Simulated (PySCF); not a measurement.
C4H9ClO2Si (SMILES CC(C)OC(=O)[SiH2]Cl)

Input file:

```
{"job": {"kind": "uv", "xc": "PBE0", "basis": "def2-SVPD", "nstates": 8, "ntriplets": 3}, "charge": 0, "multiplicity": 1}
C     -1.946178     0.228491    -1.031715
C     -1.033356    -0.223056     0.097433
C     -1.259537     0.574627     1.376194
O      0.324229    -0.033437    -0.351684
C      1.284576    -0.778948     0.187492
O      1.100436    -1.631732     1.020729
Si     2.974458    -0.278474    -0.581211
Cl     3.246540     1.667604    -0.187717
H     -1.795145     1.287457    -1.225279
H     -1.728261    -0.325995    -1.940817
H     -2.983369     0.061029    -0.755680
H     -1.164882    -1.293618     0.302485
H     -1.092093     1.633054     1.188484
H     -2.277878     0.429704     1.725210
H     -0.573590     0.239694     2.150707
H      2.891811    -0.472102    -2.025096
H      4.025241    -1.072267     0.040555
```

Launched as:

```sh
OMP_NUM_THREADS=1 python probes_run.py task.json out
```

Geometry: GFN2-xTB.

Level of theory: PBE0/def2-SVPD, SCF density, gas phase in PySCF 2.14.0.

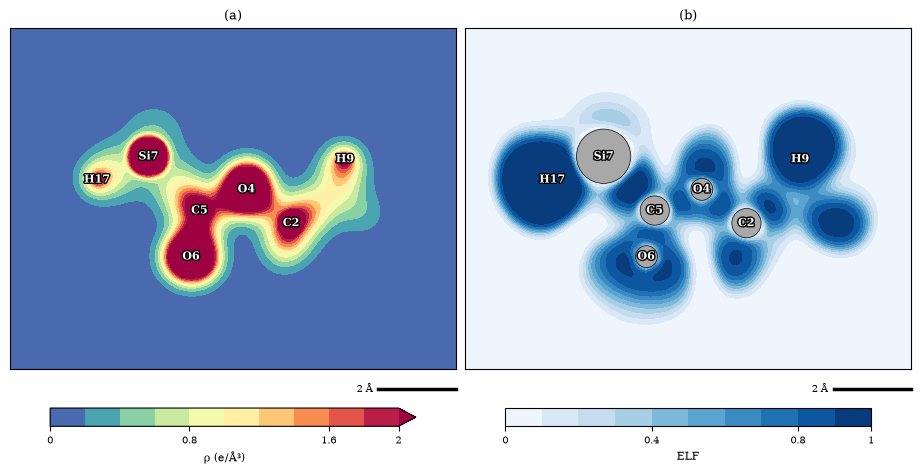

Figure 1. (a) total electron density; (b) ELF on the plane of atoms O4, C5 and Si7. Grey discs cover the atomic cores in the ELF map.

Q: Describe what can be read from this map.

A: Atoms in the plane: C, O, Si and H. C–O (1.21 Å): ρ is about 3.3 e/Å³ halfway; the ELF peaks at about 0.85 between the atoms (a multiple bond). C–Si (1.92 Å): ρ is about 0.94 e/Å³ halfway; the ELF peaks at about 1 between the atoms; a shared electron pair. C–O (1.33 Å): the density is about 2.5 e/Å³ at the midpoint; the ELF peaks at about 0.90 between the atoms (a polar covalent bond). Si–H (1.46 Å): ρ is about 0.82 e/Å³ halfway; the ELF climbs to about 1 towards the hydrogen, as it does in any bond to H. The ELF also peaks beside O6 and O4, away from the bonds: lone-pair regions.

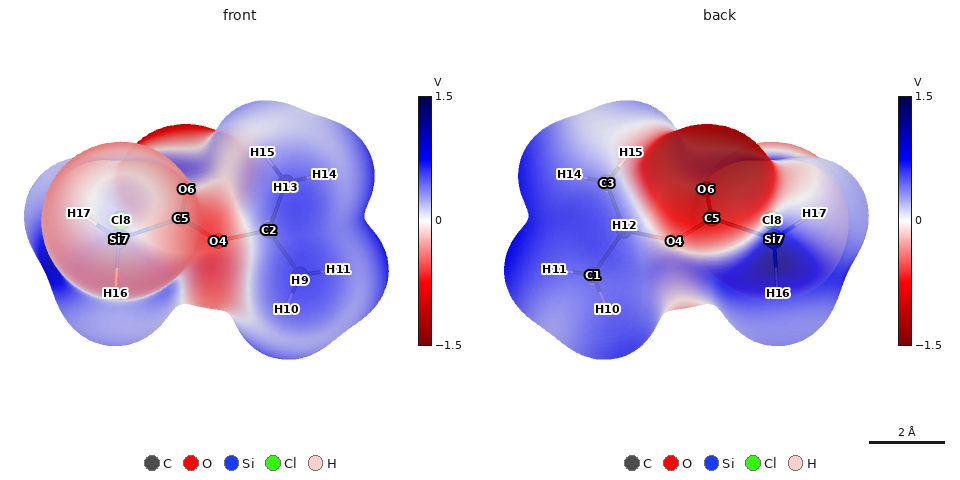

Figure 2. The electrostatic potential painted on the density surface at 0.001 e/bohr³, seen from the front and from behind; the colour scale runs from red (negative) to blue (positive).

Q: Where is the surface potential most negative and most positive?

A: The most negative region (about −1.4 V) lies over O6, the most positive (about +1.1 V) over Si7. O6 is the likeliest acceptor of a hydrogen bond.

Q: How polar is the molecule by this calculation?

A: Its dipole moment is 1.91 D.
